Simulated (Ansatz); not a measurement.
# Simulated XPS, UPS and emission spectra of WC

What would valence photoemission of WC look like, and what sets its shape?

Program: Ansatz 0.2.0. Level of theory: DFT, PBE, plane-wave PAW, default files, scalar-relativistic, in the first sound run; inputs show where later runs differ. Results are calculated unless marked as measured.

### 1. Starting point

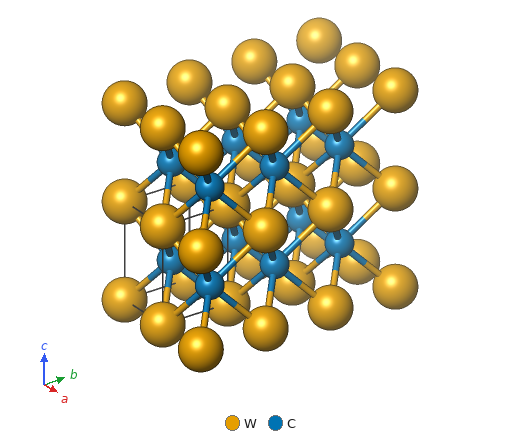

The cell as given, slightly off an axis (tungsten orange, carbon blue). 2×3×2 cells are drawn. Bonds to atoms that aren't drawn are left out. Some periodic images of atoms are drawn too.

### 2. Self-consistent run, DOS and bands

The base run gives the projected DOS, from which the spectra are built. The DOS is taken on a denser mesh than the density.

File input.yaml:

```yaml
crystal:
  lattice:
    - [2.9065, 0.0, 0.0]
    - [-1.45325, 2.5171028361, 0.0]
    - [0.0, 0.0, 2.8366]
  atoms:
    - { symbol: W, position: [0.0, 0.0, 0.0] }
    - { symbol: C, position: [0.6666666667, 0.3333333333, 0.5] }
kpoints:
  mp_grid: { grid: [18, 18, 14] }
  band_path:
    path:
      - [[0.0, 0.0, 0.0], [0.5, 0.0, 0.0], [0.333333, 0.333333, 0.0], [0.0, 0.0, 0.0], [0.0, 0.0, 0.5], [0.5, 0.0, 0.5], [0.333333, 0.333333, 0.5], [0.0, 0.0, 0.5]]
      - [[0.5, 0.0, 0.5], [0.5, 0.0, 0.0]]
      - [[0.333333, 0.333333, 0.5], [0.333333, 0.333333, 0.0]]
    npoints: 10
scf:
  occupations: { method: fermi_dirac, width: 0.05 }
  n_extra_bands: 8
hamiltonian:
  xc: pbe
  pseudopotentials: { kind: paw }
output:
  forces: true
  stress: true
  dos:
    projected: true
    de: 0.05
    e_range: [-30, 12]
    nscf_kmesh: { grid: [24, 24, 22] }
  fatbands: true
  write_density: true
  write_potential: true
  elf: true
  volumetric_format: npy
```

Run with:

```sh
$ ansatz run input.yaml --threads 2 --pin off --max-ram 4096MiB --backend cpu --events-out ev --progress --plain --runs-dir out
```

Numbers of over 12 decimals in the logs are rounded to 6 here.

Output:

```text
scf.n_extra_bands = 8 over 9 filled bands (N_el = 18.0): the run solves 17 bands
Engine: ansatz 0.2.0, aarch64-unknown-linux-gnu
Pseudopotentials: kind: paw
Pseudopotential: W, paw, valence charge 14, recommended cutoff 420 eV (normal), W.paw.azcp
Pseudopotential: C, paw, valence charge 4, recommended cutoff 420 eV (normal), C.paw.azcp
Functional definition: PBE
  parameter kappa = 0.804
  parameter beta = 0.066725
  exchange = pbe_x(kappa = kappa, mu = beta*pi^2/3)
  correlation = pbe_c(beta = beta)
Crystal: 2 atoms, lattice volume = 20.752 Å³
Basis set: ecut = 420 eV, 405 PW (Γ), exchange–correlation on 40×40×40 points (8 copies of the dense FFT grid, shifted against one another)
Bands: 17, of which v1, the nominal top of the filled ones, is band 9 counted from 1 (8 counted from 0)
Symmetry: 12 space group operations
Space group: P-6m2 (ITA 187), of the structure as read, at distance tolerance 2.7e-5 Å
k-points: 296 of 4536 (time reversal used)
Non-local potential: W, projectors of the file, l = 0: 3, l = 1: 2, l = 2: 2, l = 3: 1
Non-local potential: C, projectors of the file, l = 0: 2, l = 1: 2, l = 2: 1
PAW form: soft (Blöchl's): semilocal exchange-correlation on the pseudo side does not see the compensation charge
PAW one-centre angular grid: W, 590 points (default); XC on 64 Gauss nodes
PAW one-centre angular grid: C, 110 points (default); XC on 64 Gauss nodes
Initial density: superposition of atomic densities (neutral atoms: chi_scale 0, normalization atom), corrected by the library's trained network
Initial wavefunctions: pseudopotential atomic-orbital guess
Functional: x = pbe(κ = 0.804, μ = 0.219515), c = pbe(β = 0.066725)
SCF iter   1: F=—  HF=-10636.052672 eV  |F-HF|=—  |Δ(HF+E_count)|=         —  Δρ=7.23e-3  dr2=2.57e-3  ethr=1.77e-3  ⟨swp⟩=5.7  Hψ=25545  notcnv=0  defer=332
preconditioner: auto → none  [metal: Δε(μ)=0.056 eV  Ē_g=15.099 eV  σ=0.050 eV  W_gap=0.27  n_scr=8 (ndim 8)  ℏωp=25.8 eV  f_vac=0.000  D(μ)=0.26/eV (n_scr^D=0)  sad-step TF]
SCF iter   2: F=—  HF=-10636.054428 eV  |F-HF|=—  |Δ(HF+E_count)|=   1.76e-3  Δρ=4.14e-3  dr2=8.64e-4  ethr=1.43e-5  ⟨swp⟩=1.4  Hψ=7659  notcnv=0  defer=396
SCF iter   3: F=—  HF=-10636.055445 eV  |F-HF|=—  |Δ(HF+E_count)|=   1.02e-3  Δρ=2.29e-4  dr2=5.42e-6  ethr=4.80e-6  ⟨swp⟩=2.6  Hψ=6361  notcnv=0  defer=396
SCF iter   4: F=—  HF=-10636.055441 eV  |F-HF|=—  |Δ(HF+E_count)|=   3.62e-6  Δρ=6.11e-5  dr2=3.47e-7  ethr=3.01e-8  ⟨swp⟩=2.1  Hψ=6370  notcnv=0  defer=396
iter 5 did not close the SCF: its close was put off for the readings that it lacked (scf_convergence_deferred on its scf_iter line)
SCF iter   5: F=-10636.055441 eV  HF=-10636.055441 eV  |F-HF|=5.11e-9  |Δ(HF+E_count)|=   2.27e-7  Δρ=9.81e-6  dr2=7.09e-9  ethr=1.93e-9  ⟨swp⟩=2.3  Hψ=5674  notcnv=0  defer=396
SCF iter   6: F=-10636.055441 eV  HF=-10636.055441 eV  |F-HF|=1.64e-11  |Δ(HF+E_count)|=   7.13e-9  Δρ=6.24e-7  dr2=4.07e-11  ethr=3.94e-11  ⟨swp⟩=9.9  Hψ=29123  notcnv=0
SCF 1 converged in 6 iterations: F = -10636.055441 eV  dr2 = 4.07e-11
  greatest PAW one-centre occupation: 1.000 electrons in one spin orbital (limit 2), on the W atom at site 0 (counted from 0), in its partial waves of l = 0
NSCF: frozen V_eff on 93 k-points
NSCF: frozen V_eff on 732 k-points
SCF converged after 6 iterations
Free energy (F): -10636.055441 eV
Harris-Foulkes:  -10636.055441 eV  (|F-HF|=1.64e-11)
Internal energy: -10636.053167 eV  (E = F + TS)
E sigma→0 (E₀):  -10636.054304 eV
Entropy (-TS):   -0.002274 eV (-1.137 meV/atom)
Fermi energy:    20.582522 eV
--- Per-component energies (eV) ---
  E_band       = -58.448558
  E_kinetic    = 542.036762
  E_local      = -664.692560  (includes V_loc(G=0)·N_el)
  E_nonlocal   = 25.466232
  E_hartree    = 235.142419
  E_xc         = -316.592114
  E_vxc        = -300.494169  (∫ρ·V_xc dr)
  E_paw        = -8661.154201  (= ΣΔE_a)
  E_vpaw       = -131.049523  (= ΣTr[D̂ρ^β])
  E_aug_tail   = -0.000062  (compensation charges beyond the density's cutoff)
  E_ewald      = -1796.259643
  E_smearing   = -0.002274  (= −TS)
  E_closure    = -0.000000  (closes the sum)
  Σ components = -10636.055441   (vs F -10636.055441, Δ=0.00e0)
--- Forces (eV/Å), atoms counted from 1 ---
  atom   1  W      0.00000000     0.00000000     0.00000000
  atom   2  C      0.00000000    -0.00000000     0.00000000
  max |Σ_I F_I| component: 1.02e-16 eV/Å
--- Stress (GPa, compression-positive) ---
        5.670093       0.000000      -0.000000
        0.000000       5.670093      -0.000000
       -0.000000      -0.000000       5.388628
  P = ⅓ Tr σ = 5.5763 GPa (55.763 kbar)
--- Band table (eV; the first three rows and the last of 296) ---
  k-point 0: bands = [... 5 lower, 16.2730, 17.2464, 17.2464, 20.6708, 23.8193, 23.8193, 26.1988, 26.1988, ... 4 higher]
  k-point 1: bands = [... 5 lower, 16.2120, 17.3032, 17.3032, 20.6504, 23.3771, 23.3771, 26.4662, 26.4662, ... 4 higher]
  k-point 2: bands = [... 5 lower, 15.9496, 17.4679, 17.4679, 20.7342, 22.5042, 22.5042, 26.7766, 26.7766, ... 4 higher]
  k-point 295: bands = [... 5 lower, 13.3719, 15.1874, 18.9763, 19.9332, 24.9889, 26.9683, 28.1790, 29.7325, ... 4 higher]
```

It took 12 s on 2 threads of Arm Neoverse V2, shared host; peak memory 0.4 GiB; 24 s of CPU time.

The column dr2 measures how far the density is from self-consistency, as an energy; F and HF (Harris–Foulkes) agree once it is small.

This step gave:

```
free energy                                    : -10636.0554 eV
energy at zero smearing                        : -10636.0543 eV
smearing term TS                               : 0.002274 eV
Fermi energy                                   : 20.58 eV
symmetry operations                            : 12
pressure                                       : 5.576 GPa
zero of energy                                 : Fermi level
share of occupied states in no projected shell : 0.0081 of the occupied states in the window
DOS at the Fermi level                         : 0.2838 states/eV/cell
```

The electronic bands at the labelled points (eV, zero at the Fermi level; # counts the bands kept):

| point | #2 | #3 | #4 | #5 | #6 | #7 | #8 | #9 |
| --- | --- | --- | --- | --- | --- | --- | --- | --- |
| Γ | -4.31 | -3.34 | -3.34 | 0.08 | 3.23 | 3.23 | 5.61 | 5.61 |
| M | -7.03 | -3.62 | -3.57 | -0.46 | 2.34 | 4.53 | 4.88 | 6.86 |
| K | -6.56 | -4.56 | -3.46 | 0.62 | 0.97 | 2.05 | 3.21 | 9.19 |
| Γ | -4.31 | -3.34 | -3.34 | 0.08 | 3.23 | 3.23 | 5.61 | 5.61 |
| A | -8.64 | -2.02 | -2.02 | -0.59 | -0.59 | 3.66 | 4.53 | 4.53 |
| L | -6.46 | -4.32 | -4.18 | 0.29 | 4.43 | 5.30 | 6.64 | 9.18 |
| H | -7.21 | -5.40 | -1.61 | -0.65 | 4.40 | 6.38 | 7.59 | 9.15 |
| A | -8.64 | -2.02 | -2.02 | -0.59 | -0.59 | 3.66 | 4.53 | 4.53 |
| jump to L | -6.46 | -4.32 | -4.18 | 0.29 | 4.43 | 5.30 | 6.64 | 9.18 |
| M | -7.03 | -3.62 | -3.57 | -0.46 | 2.34 | 4.53 | 4.88 | 6.86 |
| jump to H | -7.21 | -5.40 | -1.61 | -0.65 | 4.40 | 6.38 | 7.59 | 9.15 |
| K | -6.56 | -4.56 | -3.46 | 0.62 | 0.97 | 2.05 | 3.21 | 9.19 |

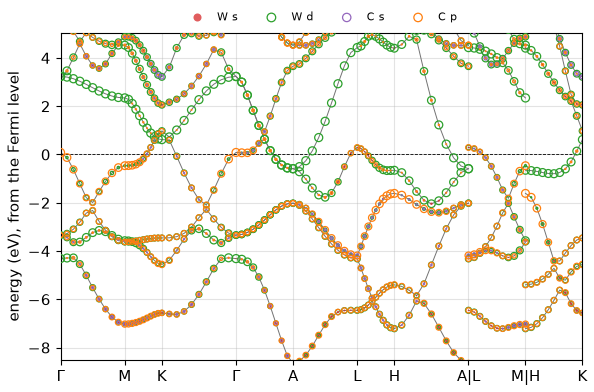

Electronic bands along the path; dots are coloured as in the legend, and their area grows with the weight.

The DOS has structure finer than the step of the table below, so its rows give means over 2 eV, whole bins alone (the curve runs from -15.9 to 12.0 eV). Peaks (eV: height): total -11.1: 3.00, -6.5: 1.96, -2.6: 2.04, -1.5: 2.21; W 5d -11.1: 1.09, -1.5: 1.63, 4.1: 1.24, 4.9: 1.14; C 2p -6.5: 0.889, -4.0: 0.791, -2.6: 0.955, 5.9: 0.460; C 2s -11.1: 1.67, 6.3: 0.283; W 6s -11.1: 0.117, -6.5: 0.132, 11.2: 0.653.

* holds the states left over by the projection beside any projected weight of its own. DOS against E, zero at the Fermi level; means over each step; values in states/eV/cell:

| E (eV) | total | W 5d | C 2p | C 2s | W 6s | W 6p* |
| --- | --- | --- | --- | --- | --- | --- |
| -14 | 0.0756 | 0.00176 | 0.00265 | 0.0315 | 0.0385 | 0.00115 |
| -12 | 0.662 | 0.164 | 0.0269 | 0.359 | 0.0953 | 0.0164 |
| -10 | 0.262 | 0.0815 | 0.00433 | 0.161 | 0.00798 | 0.00703 |
| -8 | 0.0830 | 0.0276 | 0.0394 | 0.00377 | 0.0109 | 0.00134 |
| -6 | 0.992 | 0.441 | 0.450 | 0.0302 | 0.0535 | 0.0170 |
| -4 | 1.30 | 0.641 | 0.583 | 0.0228 | 0.0287 | 0.0247 |
| -2 | 1.27 | 0.737 | 0.463 | 0.0146 | 0.0265 | 0.0290 |
| 0 | 0.465 | 0.339 | 0.0953 | 0.00463 | 0.00856 | 0.0172 |
| 2 | 0.641 | 0.539 | 0.0702 | 0.0121 | 0.00708 | 0.0126 |
| 4 | 1.32 | 0.911 | 0.271 | 0.0748 | 0.0250 | 0.0378 |
| 6 | 1.32 | 0.703 | 0.387 | 0.157 | 0.0261 | 0.0519 |
| 8 | 0.616 | 0.250 | 0.264 | 0.0330 | 0.0386 | 0.0308 |
| 10 | 0.527 | 0.0510 | 0.0940 | 0.0419 | 0.235 | 0.105 |

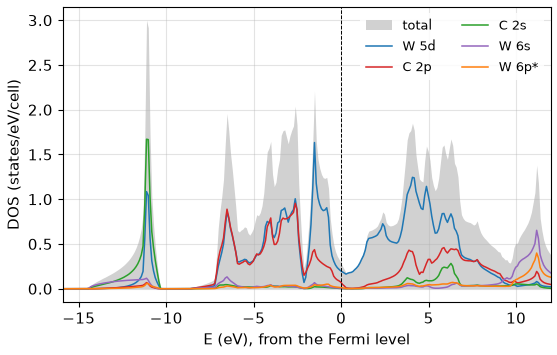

DOS, plotted against E.

This run's widths, added to any smearing of the DOS itself: Gaussian 0.45 eV, Lorentzian 0.05 eV plus 0.08 an eV of depth. The intensity by binding energy, zero at the Fermi level; values in % of the maximum within 13 eV:

| binding energy (eV) | 21.2 eV | 60 eV | 100 eV | 1486.7 eV | 5950 eV |
| --- | --- | --- | --- | --- | --- |
| -1 | 1.59 | 1.68 | 1.70 | 1.46 | 1.46 |
| 0 | 15.7 | 15.7 | 14.3 | 15.1 | 15.1 |
| 1 | 85.7 | 84.7 | 74.8 | 86.2 | 86.2 |
| 2 | 51.8 | 52.4 | 50.4 | 44.9 | 44.8 |
| 3 | 97.3 | 99.6 | 99.6 | 78.2 | 77.8 |
| 4 | 77.6 | 79.8 | 80.3 | 63.3 | 63.1 |
| 5 | 46.2 | 48.0 | 49.2 | 37.4 | 37.3 |
| 6 | 51.9 | 54.2 | 56.6 | 41.9 | 42.3 |
| 7 | 35.9 | 38.2 | 41.3 | 28.5 | 29.1 |
| 8 | 7.14 | 8.45 | 10.3 | 6.21 | 6.33 |
| 9 | 3.61 | 5.69 | 8.72 | 4.24 | 4.06 |
| 10 | 6.45 | 13.2 | 23.6 | 9.79 | 8.83 |
| 11 | 20.9 | 48.3 | 88.0 | 36.2 | 32.5 |
| 12 | - | 21.9 | 42.5 | 15.6 | 15.1 |
| 13 | - | 8.91 | 18.4 | 6.24 | 6.82 |
| 14 | - | 4.02 | 8.38 | 2.89 | 3.36 |
| 15 | - | 1.80 | 3.48 | 1.31 | 1.42 |

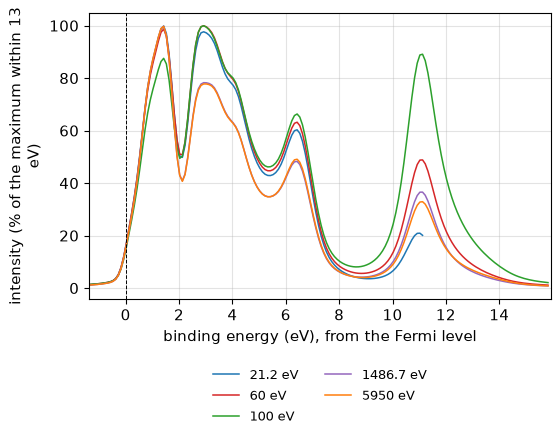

Intensity against binding energy.

Maxima picked by a test of local sharpness, so broad peaks and shoulders can be missing; peaks within 0.45 eV of a curve's cut are left out. Valence peaks, by row:

| photon energy (eV) | binding energy (eV) | height (% of the maximum within 13 eV) | main shell | its share (%) |
| --- | --- | --- | --- | --- |
| 21.2 | 6.4 | 60.43 | W 5d | 65.62 |
| 21.2 | 2.9 | 97.69 | W 5d | 67.6 |
| 21.2 | 1.4 | 100 | W 5d | 84.87 |
| 60 | 11.1 | 49.03 | C 2s | 54.28 |
| 60 | 6.4 | 63.31 | W 5d | 59.6 |
| 60 | 2.9 | 100 | W 5d | 62.74 |
| 60 | 1.4 | 98.82 | W 5d | 81.59 |
| 100 | 11.1 | 89.39 | C 2s | 79.56 |
| 100 | 6.4 | 66.4 | C 2p | 47.58 |
| 100 | 2.9 | 100 | C 2p | 48.56 |
| 100 | 1.4 | 87.6 | W 5d | 69.99 |
| 1487 | 11.1 | 36.72 | W 5d | 69.33 |
| 1487 | 6.4 | 48.39 | W 5d | 95.19 |
| 1487 | 2.95 | 78.29 | W 5d | 97.91 |
| 1487 | 1.4 | 100 | W 5d | 98.44 |
| 5950 | 11.1 | 33.02 | W 5d | 76.29 |
| 5950 | 6.4 | 49.2 | W 5d | 92.64 |
| 5950 | 2.95 | 77.82 | W 5d | 97.47 |
| 5950 | 1.4 | 100 | W 5d | 97.41 |

The intensity has structure finer than the step of the table below, so its rows give means over 2 eV, whole bins alone (the curve runs from -15.9 to 1.38 eV). Peaks (eV: height): W L-beta5 -2.8: 100.0; C K -6.4: 66.2, -2.7: 99.8; C K, E along x -6.4: 59.2, -2.7: 127; C K, E along y -6.4: 59.2, -2.7: 127; C K, E along z -6.4: 80.2, -4.1: 89.0, -1.4: 48.4.

Shapes are the site's partial DOS without matrix elements, which overweights lines from ligand s bands. Intensity against emission energy less the core level's binding energy, zero at the Fermi level; means over each step; values in % of the unpolarised maximum:

| emission energy less the core level's binding energy (eV) | W L-beta5 | C K | C K, E along x | C K, E along y | C K, E along z |
| --- | --- | --- | --- | --- | --- |
| -14 | 16.2 | 0.926 | 0.912 | 0.912 | 0.953 |
| -12 | 26.1 | 3.07 | 3.08 | 3.08 | 3.05 |
| -10 | 35.0 | 2.48 | 2.32 | 2.32 | 2.80 |
| -8 | 49.2 | 11.6 | 9.59 | 9.59 | 15.8 |
| -6 | 73.6 | 51.7 | 45.4 | 45.4 | 64.4 |
| -4 | 94.5 | 73.4 | 74.1 | 74.1 | 71.9 |
| -2 | 95.5 | 60.9 | 71.5 | 71.5 | 39.6 |
| 0 | 66.5 | 14.0 | 11.0 | 11.0 | 19.8 |

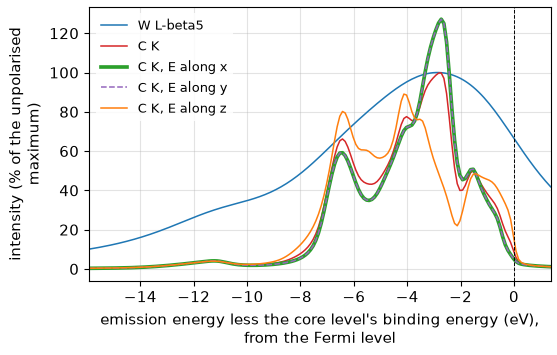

Intensity, plotted against emission energy less the core level's binding energy.

Sums over each group's atoms; left-over states aren't shared out by site. Site centres, by row:

| group | element | shell | occupied states | centre of occupied part (eV) | centre up to the window's top (eV) |
| --- | --- | --- | --- | --- | --- |
| W1 | W | 6s | 0.5378 | -8.686 | 3.488 |
| W1 | W | 5d | 4.673 | -4.155 | 0.4211 |
| C2 | C | 2s | 1.255 | -10.57 | -4.74 |
| C2 | C | 2p | 3.316 | -4.107 | 0.1337 |

Window up to 12.0 eV. Shell moments, by row:

| element | shell | occupied states an atom | centre of occupied part (eV) | rms width of occupied part (eV) | centre up to the window's top (eV) | rms width up to the window's top (eV) |
| --- | --- | --- | --- | --- | --- | --- |
| W | 6s | 0.5378 | -8.686 | 4.197 | 3.488 | 9.322 |
| W | 6p* | 0.2241 | -4.969 | 3.874 | 5.536 | 6.711 |
| W | 5d | 4.673 | -4.155 | 3.035 | 0.4211 | 5.088 |
| C | 2s | 1.255 | -10.57 | 2.472 | -4.74 | 8.377 |
| C | 2p | 3.316 | -4.107 | 2.131 | 0.1337 | 5.572 |

Shapes are the site's partial DOS without matrix elements, which overweights lines from ligand s bands. Emission peaks, by row:

| line | energy (eV) | height (%) |
| --- | --- | --- |
| W L-beta5 | -2.85 | 100 |
| C K | -6.45 | 66.22 |
| C K | -4.05 | 77.58 |
| C K | -2.75 | 100 |
| C K | -1.55 | 50.03 |
| C K, E along x | -6.45 | 59.34 |
| C K, E along x | -2.7 | 127.3 |
| C K, E along x | -1.55 | 51.07 |
| C K, E along y | -6.45 | 59.34 |
| C K, E along y | -2.7 | 127.3 |
| C K, E along y | -1.55 | 51.07 |
| C K, E along z | -6.4 | 80.36 |
| C K, E along z | -4.1 | 89.43 |
| C K, E along z | -1.45 | 48.54 |

The broadened DOS, unweighted empty DOS has structure finer than the step of the table below, so its rows give means over 1 eV, whole bins alone (the curve runs from -0.925 to 11.3 eV). Peaks (eV: height): 4.0: 1.67, 6.2: 1.54, 11.2: 1.02.

Table of broadened DOS, unweighted empty DOS by E, zero at the Fermi level; means over each step:

| E (eV) | broadened DOS, unweighted empty DOS (states/eV/cell) |
| --- | --- |
| 0 | 0.105 |
| 1 | 0.329 |
| 2 | 0.697 |
| 3 | 0.811 |
| 4 | 1.50 |
| 5 | 1.33 |
| 6 | 1.46 |
| 7 | 0.932 |
| 8 | 0.627 |
| 9 | 0.410 |
| 10 | 0.488 |

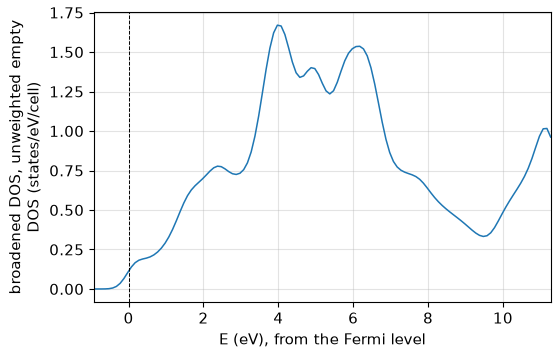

Broadened DOS, unweighted empty DOS against E.

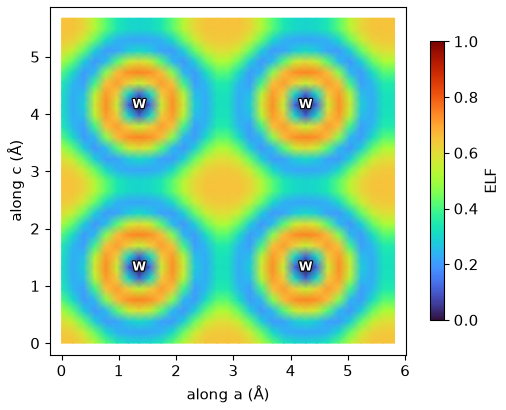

ELF in the ac plane at fractional y = 0.000, with atoms of W within 0.2 Å of it. It is the smooth field of the valence electrons, not physical close to the nuclei. The map starts off the cell's origin, so that atoms lie inside it.

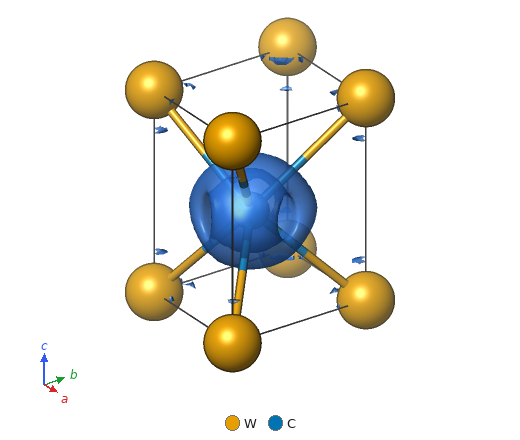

Surface of ELF = 0.73. Bonds to atoms that aren't drawn are left out.

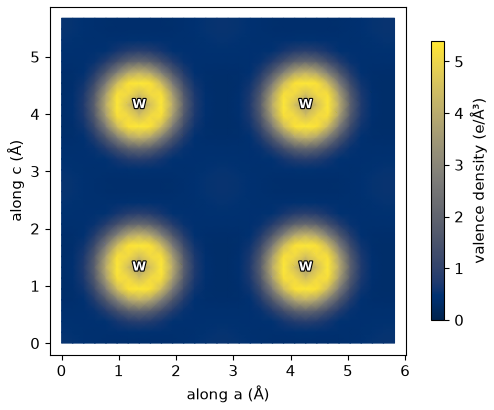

Valence density in the ac plane at fractional y = 0.000, with atoms of W within 0.2 Å of it. It is the smooth field of the valence electrons, not physical close to the nuclei. The map starts off the cell's origin, so that atoms lie inside it.

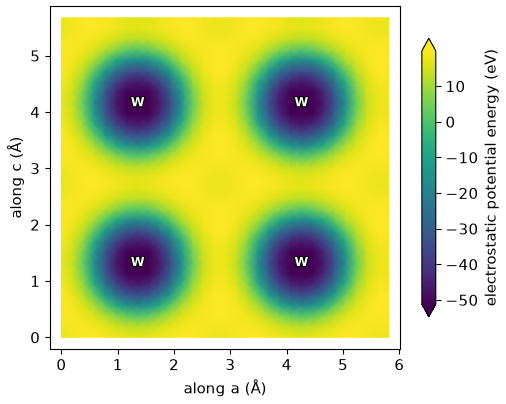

Electrostatic potential energy in the ac plane at fractional y = 0.000, with atoms of W within 0.2 Å of it. With pseudopotentials it is smooth inside the atoms' cores, unlike the true potential. The map starts off the cell's origin, so that atoms lie inside it.

The spectra weight each projected shell by its atomic cross section (Dirac–Hartree–Slater) and angular factor, for linear light with the analyser at 54.7° from the polarisation. Broadening, on top of any smearing of the DOS itself: a Gaussian of 0.45 eV and a Lorentzian of 0.05 eV plus 0.08 times the binding energy (full widths), Fermi edge at 20 K. Curves are cut 10 eV under the photon energy, above any shell that the free atom's threshold puts out of reach, or at the lower edge of the window: 11.2 eV at 21.2 eV, 15.9 eV at 60 eV, 15.9 eV at 100 eV, 15.9 eV at 1486.7 eV and 15.9 eV at 5950 eV. A star in tables and legends marks shells that hold the states left over by the projection (0.8 % of the filled ones), a stand-in for orbitals that the files don't project on. Dipole terms alone, which is rough above 3 keV; no background, satellites or final-state effects.

How the area divides among the shells (%):

| shell | 21.2 eV | 60 eV | 100 eV | 1486.7 eV | 5950 eV |
| --- | --- | --- | --- | --- | --- |
| W 6s | 0.0 | 0.2 | 0.6 | 1.8 | 4.8 |
| W 5d | 72.5 | 62.0 | 41.3 | 92.2 | 91.9 |
| C 2s | 1.3 | 11.5 | 26.8 | 5.3 | 2.6 |
| C 2p | 26.0 | 26.3 | 31.2 | 0.4 | 0.1 |

At this lattice the functional leaves a pressure of 5.6 GPa, which widens the bands against the functional's own equilibrium. At the Fermi level the DOS is 0.28 states/eV a cell, and on the broadened curves W 5d holds 69 % of the total there.

(Continued in part 2 of 3.)

[Logs are printed without paths, hosts, clocks, repeated set-up lines and the standing remarks that a program may print on its own settings, such as how far it seeks lower states.]

[Hosts, paths, dates, database ids (printed as entryN), source tags and the programs' standing remarks are cut or masked in the printed files.]

[Maps of the electrostatic potential energy from Ansatz leave out the sawtooth potential of an applied field or a dipole correction, so their vacuum need not be flat; work functions include it.]

[Peak lists hold at most the 14 tallest peaks of each spectrum; further lines can be left out.]
